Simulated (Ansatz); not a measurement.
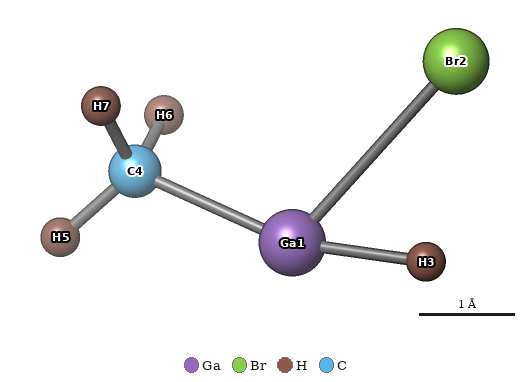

The input geometry (ball-and-stick view, seen at a tilt; atoms are numbered from 1 in the order of the input). Sticks mark near contacts.

# Geometry relaxation, with input and output: CH4BrGa

The run: geometry relaxation of CH4BrGa. Method and program: RKS PBE0-D4/def2-TZVP (Ansatz 0.2.0).

The geometry is a transition state displaced along its imaginary mode. The reaction was set up to form Br2–H3 and to break Ga1–Br2 and Ga1–H3 (atoms counted from 1 in the order of the input); sticks are drawn by distance alone. Figures and captions count atoms from 1; the log counts them from 0 in places.

## Input file
```yaml
crystal:
  periodic: [false, false, false]
  atoms:
    - {symbol: Ga, position_ang: [-0.612612, -0.740608, -0.345840]}
    - {symbol: Br, position_ang: [1.363954, -1.328474, -1.993764]}
    - {symbol: H, position_ang: [-0.610626, -1.866008, -1.392148]}
    - {symbol: C, position_ang: [-0.141148, 0.773338, 0.796631]}
    - {symbol: H, position_ang: [-0.881725, 1.105731, 1.517505]}
    - {symbol: H, position_ang: [0.107276, 1.584248, 0.109404]}
    - {symbol: H, position_ang: [0.774882, 0.471771, 1.308210]}
basis:
  gaussian: {orbitals: def2-TZVP}
hamiltonian: {xc: pbe0, dispersion: d4}
relax: {f_tol: 0.005, max_steps: 200}
```

Command:
```bash
ansatz run in.yaml --threads 4 --pin off --events-out ev --progress --plain --max-ram 9574MiB
```

## What the program printed
```
Functional definition: PBE0
  name "PBE0"
  cite "Adamo & Barone, J. Chem. Phys. 110, 6158 (1999) doi:10.1063/1.478522"
  cite "Perdew, Burke & Ernzerhof, Phys. Rev. Lett. 77, 3865 (1996) doi:10.1103/PhysRevLett.77.3865"
  parent pbe
  parameter a = 0.25
  parameter kappa = 0.804
  parameter beta = 0.06672455060314922
  exchange = (1 - a)*pbe_x(kappa = kappa, mu = beta*pi^2/3) + a*exact_x
  correlation = pbe_c(beta = beta)
1182 factors; their error is unknown
mean field evaluation 1: about -123503.2684 eV, gradient 5.5e1 eV
mean field evaluation 2: about -123498.1370 eV, gradient 7.1e1 eV
mean field evaluation 4: about -123509.8262 eV, gradient 3.3e0 eV
mean field evaluation 8: about -123510.4680 eV, gradient 4.4e-1 eV
mean field evaluation 16: about -123510.4682 eV, gradient 5.5e-5 eV
mean field -123510.46820096 eV, -4538.9259879830 hartree, gradient 5.5e-5 eV, S^2 0.000000; 0 other end points of the search recorded, 0 dependent functions left out
the calculation of the forces begins
reference -123510.46822804 eV, -4538.9259889781 hartree; 38, 38 occupied and 113, 113 virtual orbitals, 1182 factors
relax step   1: F+E_penalty+E_count = -123510.57792151 eV  Δ(F+E_penalty+E_count) = +0.000e0 eV  max|allowed force component| = 1.375e0 eV/Å  Δτ_max = 0.0000 Å  (27 SCF iters, accepted)
these checks for a lower state are left out or cut short: starts, cluster_reference, orbital_swaps, neighbouring_geometries, increment
1182 factors; their error is unknown
mean field -123511.01764332 eV, -4538.9461796174 hartree, gradient 1.7e-5 eV, S^2 0.000000; 0 other end points of the search recorded, 0 dependent functions left out
the calculation of the forces begins
reference -123511.01767047 eV, -4538.9461806151 hartree; 38, 38 occupied and 113, 113 virtual orbitals, 1182 factors
relax step   2: F+E_penalty+E_count = -123511.12886284 eV  Δ(F+E_penalty+E_count) = -5.509e-1 eV  max|allowed force component| = 1.532e0 eV/Å  Δτ_max = 0.1985 Å  (36 SCF iters, accepted)
these checks for a lower state are left out or cut short: starts, cluster_reference, orbital_swaps, neighbouring_geometries, increment
1182 factors; their error is unknown
mean field -123511.59433382 eV, -4538.9673726025 hartree, gradient 9.6e-6 eV, S^2 0.000000; 0 other end points of the search recorded, 0 dependent functions left out
the calculation of the forces begins
reference -123511.59436138 eV, -4538.9673736152 hartree; 38, 38 occupied and 113, 113 virtual orbitals, 1182 factors
relax step   3: F+E_penalty+E_count = -123511.70670438 eV  Δ(F+E_penalty+E_count) = -5.778e-1 eV  max|allowed force component| = 1.223e0 eV/Å  Δτ_max = 0.1949 Å  (29 SCF iters, accepted)
these checks for a lower state are left out or cut short: starts, cluster_reference, orbital_swaps, neighbouring_geometries, increment
1182 factors; their error is unknown
mean field evaluation 32: about -123511.0923 eV, gradient 1.5e1 eV
mean field -123511.93747315 eV, -4538.9799827403 hartree, gradient 1.7e-5 eV, S^2 0.000000; 0 other end points of the search recorded, 0 dependent functions left out
the calculation of the forces begins
reference -123511.93750094 eV, -4538.9799837614 hartree; 38, 38 occupied and 113, 113 virtual orbitals, 1182 factors
relax step   4: F+E_penalty+E_count = -123512.05148910 eV  Δ(F+E_penalty+E_count) = -3.448e-1 eV  max|allowed force component| = 1.459e0 eV/Å  Δτ_max = 0.1941 Å  (36 SCF iters, accepted)
these checks for a lower state are left out or cut short: starts, cluster_reference, orbital_swaps, neighbouring_geometries, increment
1182 factors; their error is unknown
mean field -123512.14471036 eV, -4538.9875985672 hartree, gradient 6.3e-6 eV, S^2 0.000000; 0 other end points of the search recorded, 0 dependent functions left out
the calculation of the forces begins
reference -123512.14473833 eV, -4538.9875995951 hartree; 38, 38 occupied and 113, 113 virtual orbitals, 1182 factors
relax step   5: F+E_penalty+E_count = -123512.25960816 eV  Δ(F+E_penalty+E_count) = -2.081e-1 eV  max|allowed force component| = 8.437e-1 eV/Å  Δτ_max = 0.2000 Å  (29 SCF iters, accepted)
these checks for a lower state are left out or cut short: starts, cluster_reference, orbital_swaps, neighbouring_geometries, increment
1182 factors; their error is unknown
mean field -123512.22421945 eV, -4538.9905204722 hartree, gradient 6.1e-6 eV, S^2 0.000000; 0 other end points of the search recorded, 0 dependent functions left out
the calculation of the forces begins
reference -123512.22424767 eV, -4538.9905215093 hartree; 38, 38 occupied and 113, 113 virtual orbitals, 1182 factors
relax step   6: F+E_penalty+E_count = -123512.33708552 eV  Δ(F+E_penalty+E_count) = -7.748e-2 eV  max|allowed force component| = 1.525e-1 eV/Å  Δτ_max = 0.1377 Å  (30 SCF iters, accepted)
these checks for a lower state are left out or cut short: starts, cluster_reference, orbital_swaps, neighbouring_geometries, increment
1182 factors; their error is unknown
mean field -123512.23034126 eV, -4538.9907454446 hartree, gradient 1.6e-5 eV, S^2 0.000000; 0 other end points of the search recorded, 0 dependent functions left out
the calculation of the forces begins
reference -123512.23036950 eV, -4538.9907464825 hartree; 38, 38 occupied and 113, 113 virtual orbitals, 1182 factors
relax step   7: F+E_penalty+E_count = -123512.34338215 eV  Δ(F+E_penalty+E_count) = -6.297e-3 eV  max|allowed force component| = 5.506e-2 eV/Å  Δτ_max = 0.0489 Å  (31 SCF iters, accepted)
these checks for a lower state are left out or cut short: starts, cluster_reference, orbital_swaps, neighbouring_geometries, increment
1182 factors; their error is unknown
mean field evaluation 64: about -123512.2320 eV, gradient 1.2e-4 eV
mean field -123512.23201547 eV, -4538.9908069707 hartree, gradient 1.6e-5 eV, S^2 0.000000; 0 other end points of the search recorded, 0 dependent functions left out
the calculation of the forces begins
reference -123512.23204372 eV, -4538.9908080088 hartree; 38, 38 occupied and 113, 113 virtual orbitals, 1182 factors
relax step   8: F+E_penalty+E_count = -123512.34475537 eV  Δ(F+E_penalty+E_count) = -1.373e-3 eV  max|allowed force component| = 2.878e-2 eV/Å  Δτ_max = 0.0252 Å  (31 SCF iters, accepted)
these checks for a lower state are left out or cut short: starts, cluster_reference, orbital_swaps, neighbouring_geometries, increment
1182 factors; their error is unknown
mean field -123512.23245558 eV, -4538.9908231444 hartree, gradient 1.6e-5 eV, S^2 0.000000; 0 other end points of the search recorded, 0 dependent functions left out
the calculation of the forces begins
reference -123512.23248383 eV, -4538.9908241826 hartree; 38, 38 occupied and 113, 113 virtual orbitals, 1182 factors
relax step   9: F+E_penalty+E_count = -123512.34502015 eV  Δ(F+E_penalty+E_count) = -2.648e-4 eV  max|allowed force component| = 6.101e-3 eV/Å  Δτ_max = 0.0167 Å  (31 SCF iters, accepted)
these checks for a lower state are left out or cut short: starts, cluster_reference, orbital_swaps, neighbouring_geometries, increment
1182 factors; their error is unknown
mean field -123512.23248404 eV, -4538.9908241902 hartree, gradient 1.6e-5 eV, S^2 0.000000; 0 other end points of the search recorded, 0 dependent functions left out
the calculation of the forces begins
reference -123512.23251229 eV, -4538.9908252285 hartree; 38, 38 occupied and 113, 113 virtual orbitals, 1182 factors
relax step  10: F+E_penalty+E_count = -123512.34503776 eV  Δ(F+E_penalty+E_count) = -1.761e-5 eV  max|allowed force component| = 1.365e-3 eV/Å  Δτ_max = 0.0031 Å  (32 SCF iters, accepted)
1182 factors; their error is unknown
mean field evaluation 96: about -123511.6162 eV, gradient 4.1e-2 eV
```

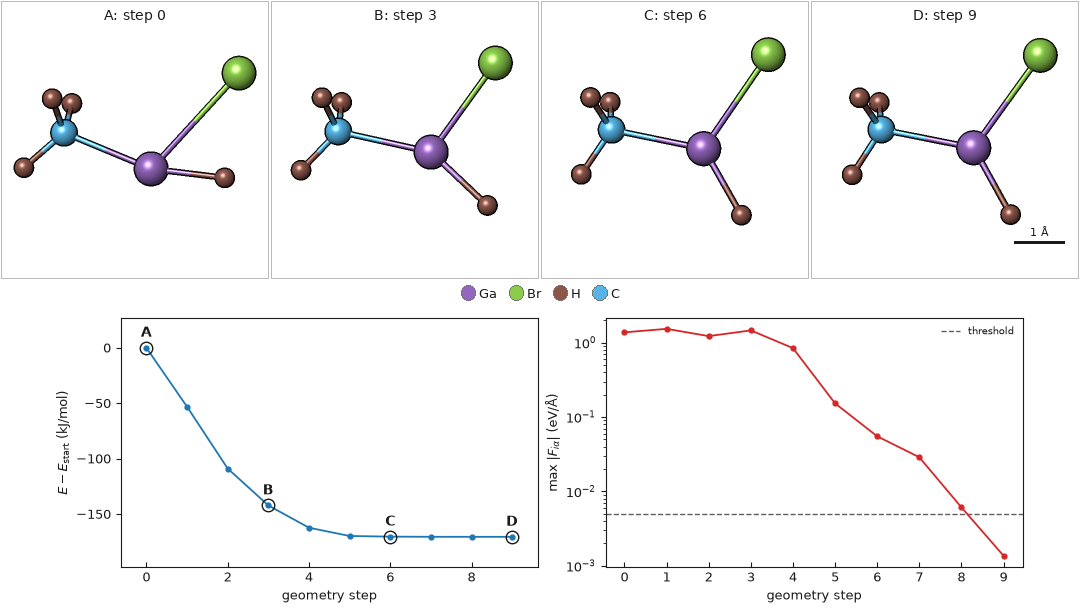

Frames of the relaxation (ball-and-stick view, seen at a tilt) above the curves, on which the letters mark them (the first geometry is step 0 here and step 1 in the log).

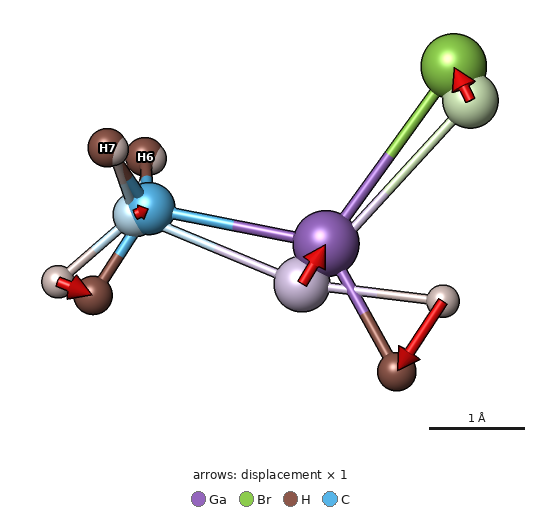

Start (faint) and end (solid) with the displacements as red arrows, at true length (ball-and-stick view, seen at a tilt). The two geometries are laid on each other by the best rigid fit. The atom that moves furthest after the best rigid fit is H3 (0.89 Å). Largest moves by element: H 0.89 Å, Ga 0.50 Å, Br 0.40 Å, C 0.16 Å. Among the contacts that change: Ga1–Br2 2.640 → 2.308 Å, Ga1–H3 1.537 → 1.560 Å, C4–H5 1.086 → 1.090 Å. Among the angles that change: Br2–Ga1–H3 53.9° → 113.9°, H3–Ga1–C4 164.8° → 131.0°, Ga1–C4–H5 117.4° → 112.1°. After 9 geometry steps the energy has fallen by 170.5 kJ/mol. Largest force component: 1.4 eV/Å at the start, 0.0014 eV/Å at the end. (Atoms are counted from 1 in the order of the input.)

```
mean field -123512.23248404 eV, -4538.9908241902 hartree, gradient 1.6e-5 eV, S^2 0.000000; 1 other end points of the search recorded, 0 dependent functions left out
the calculation of the forces begins
reference -123512.23251229 eV, -4538.9908252285 hartree; 38, 38 occupied and 113, 113 virtual orbitals, 1182 factors
Total energy: -123512.34506601 eV, -4538.9949615016 hartree
Atom 0 at    -0.181261    -0.770213    -0.614036 Å, force     0.000573     0.000185    -0.000160 eV/Å
Atom 1 at     1.698229    -1.052488    -1.923753 Å, force    -0.000220     0.000060     0.000181 eV/Å
Atom 2 at    -1.324501    -1.786570    -0.920333 Å, force    -0.000407    -0.000220     0.000025 eV/Å
Atom 3 at    -0.077083     0.687289     0.681028 Å, force    -0.001365    -0.000285     0.000503 eV/Å
Atom 4 at    -0.989079     0.776580     1.271870 Å, force     0.000875    -0.000241    -0.000711 eV/Å
Atom 5 at     0.104129     1.627322     0.155206 Å, force     0.000315     0.000173     0.000160 eV/Å
Atom 6 at     0.769567     0.518079     1.350016 Å, force     0.000228     0.000328     0.000002 eV/Å
Dipole moment:    -0.343267     0.176862     0.355544 e Å
```

## Trajectory as extended XYZ (Å, eV, eV/Å), 10 frames, from step=1 to step=10
```
7
Properties=species:S:1:pos:R:3:forces:R:3 step=1 energy=-123510.57792
Ga   -0.6126   -0.7406   -0.3458    1.0370   0.0615  -0.5220
Br    1.3640   -1.3285   -1.9938    0.3975   0.5843   0.3211
H    -0.6106   -1.8660   -1.3921   -1.3748  -0.4482   0.3506
C    -0.1411    0.7733    0.7966    0.0424  -0.2091  -0.2139
H    -0.8817    1.1057    1.5175   -0.1438  -0.0903  -0.0036
H     0.1073    1.5842    0.1094    0.0162   0.0604   0.0239
H     0.7749    0.4718    1.3082    0.0255   0.0415   0.0439
7
Properties=species:S:1:pos:R:3:forces:R:3 step=2 energy=-123511.12886
Ga   -0.5397   -0.7436   -0.3894    1.5317  -0.4368  -1.2601
Br    1.4327   -1.2244   -1.9354    0.0843   0.6357   0.5434
H    -0.7922   -1.9385   -1.3582   -1.3651   0.0490   0.8067
C    -0.1210    0.7638    0.7766   -0.2255  -0.1566  -0.0183
H    -0.8892    1.0682    1.4869   -0.0277  -0.0892  -0.0674
H     0.1206    1.5941    0.1097    0.0044  -0.0059   0.0033
H     0.7889    0.4804    1.3098   -0.0021   0.0039  -0.0076
7
Properties=species:S:1:pos:R:3:forces:R:3 step=3 energy=-123511.70670
Ga   -0.4391   -0.7521   -0.4534    1.2234  -0.5037  -1.1502
Br    1.5050   -1.1354   -1.8931   -0.0586   0.4993   0.4964
H    -0.9710   -1.9688   -1.2867   -0.9521   0.2840   0.7946
C    -0.1136    0.7479    0.7577   -0.2119  -0.1671  -0.0365
H    -0.8978    1.0342    1.4601   -0.0268  -0.1456  -0.1202
H     0.1245    1.5932    0.1085    0.0181   0.0084   0.0170
H     0.7919    0.4810    1.3069    0.0079   0.0248  -0.0010
7
Properties=species:S:1:pos:R:3:forces:R:3 step=4 energy=-123512.05149
Ga   -0.2776   -0.7651   -0.5556   -1.1499  -0.3218   0.3422
Br    1.5243   -1.0561   -1.8302    1.4591   0.0878  -0.7318
H    -1.1360   -1.9584   -1.1849   -0.2950   0.5550   0.6798
C    -0.1104    0.7206    0.7306    0.0228  -0.1479  -0.1504
H    -0.9152    0.9822    1.4216   -0.0488  -0.2680  -0.2216
H     0.1254    1.5918    0.1129    0.0134   0.0351   0.0543
H     0.7895    0.4849    1.3056   -0.0015   0.0597   0.0273
7
Properties=species:S:1:pos:R:3:forces:R:3 step=5 energy=-123512.25961
Ga   -0.2543   -0.7651   -0.5685   -0.3244  -0.0339   0.1494
Br    1.6016   -1.0060   -1.8267    0.8437  -0.0275  -0.4958
H    -1.2309   -1.8589   -1.0397   -0.4212  -0.0751   0.1651
C    -0.0869    0.6957    0.6944   -0.2234   0.0560   0.1763
H    -0.9622    0.8624    1.3365    0.2878  -0.0121  -0.1716
H     0.1337    1.5904    0.1047   -0.0682   0.0244   0.1119
H     0.7990    0.4814    1.2994   -0.0943   0.0681   0.0647
7
Properties=species:S:1:pos:R:3:forces:R:3 step=6 energy=-123512.33709
Ga   -0.2023   -0.7760   -0.6076   -0.0969  -0.1054  -0.0439
Br    1.7070   -1.0191   -1.8977   -0.0808   0.0124   0.0566
H    -1.3256   -1.8177   -0.9486    0.0960   0.1030   0.0421
C    -0.0940    0.6832    0.6866    0.1525   0.0468  -0.0417
H    -0.9733    0.8311    1.3137   -0.0274  -0.1004  -0.0780
H     0.1125    1.6021    0.1312   -0.0177   0.0151   0.0397
H     0.7758    0.4964    1.3223   -0.0258   0.0285   0.0251
7
Properties=species:S:1:pos:R:3:forces:R:3 step=7 energy=-123512.34338
Ga   -0.1993   -0.7770   -0.6103    0.0129  -0.0184  -0.0243
Br    1.7043   -1.0206   -1.8976   -0.0282  -0.0252  -0.0077
H    -1.3351   -1.8014   -0.9282    0.0365   0.0284   0.0060
C    -0.0802    0.6825    0.6783    0.0242   0.0551   0.0376
H    -0.9814    0.7936    1.2834    0.0299  -0.0088  -0.0248
H     0.1138    1.6149    0.1410   -0.0323  -0.0245   0.0164
H     0.7778    0.5080    1.3334   -0.0430  -0.0064  -0.0030
7
Properties=species:S:1:pos:R:3:forces:R:3 step=8 energy=-123512.34475
Ga   -0.1862   -0.7722   -0.6131   -0.0186  -0.0237  -0.0117
Br    1.7022   -1.0396   -1.9140   -0.0105  -0.0110  -0.0043
H    -1.3303   -1.7903   -0.9206    0.0288   0.0164  -0.0008
C    -0.0782    0.6852    0.6797   -0.0037   0.0141   0.0152
H    -0.9863    0.7823    1.2757    0.0103  -0.0056  -0.0109
H     0.1068    1.6218    0.1489   -0.0026   0.0039   0.0073
H     0.7721    0.5128    1.3435   -0.0037   0.0059   0.0052
7
Properties=species:S:1:pos:R:3:forces:R:3 step=9 energy=-123512.34502
Ga   -0.1824   -0.7703   -0.6135    0.0025   0.0023   0.0007
Br    1.6968   -1.0526   -1.9231    0.0061   0.0006  -0.0029
H    -1.3232   -1.7882   -0.9226   -0.0047   0.0020   0.0045
C    -0.0770    0.6877    0.6813   -0.0044  -0.0024   0.0002
H    -0.9887    0.7777    1.2726    0.0019   0.0001  -0.0010
H     0.1045    1.6275    0.1552   -0.0004  -0.0018  -0.0002
H     0.7699    0.5183    1.3500   -0.0010  -0.0008  -0.0013
7
Properties=species:S:1:pos:R:3:forces:R:3 step=10 energy=-123512.34504
Ga   -0.1813   -0.7702   -0.6140    0.0006   0.0002  -0.0002
Br    1.6982   -1.0525   -1.9238   -0.0002   0.0001   0.0002
H    -1.3245   -1.7866   -0.9203   -0.0004  -0.0002   0.0000
C    -0.0771    0.6873    0.6810   -0.0014  -0.0003   0.0005
H    -0.9891    0.7766    1.2719    0.0009  -0.0002  -0.0007
H     0.1041    1.6273    0.1552    0.0003   0.0002   0.0002
H     0.7696    0.5181    1.3500    0.0002   0.0003   0.0000
```

## Summary

```json
{"quantity": "outcome", "value": "converged"}
{"quantity": "total energy", "value": "−123512.3451 eV"}
{"quantity": "mean-field energy", "value": "−123512.2325 eV"}
{"quantity": "dispersion energy", "value": "−0.1126 eV"}
{"quantity": "SCF solution under orbital rotations", "value": "stable"}
{"quantity": "largest force (length of the vector) at the end", "value": "0.001 eV/Å"}
{"quantity": "dipole moment", "value": "2.52 D"}
{"quantity": "hardware", "value": "4 threads of Arm Neoverse V1, 23 GiB of memory available, shared host"}
{"quantity": "wall time", "value": "25 s (CPU time 93 s)"}
{"quantity": "peak memory", "value": "0.4 GiB"}
```
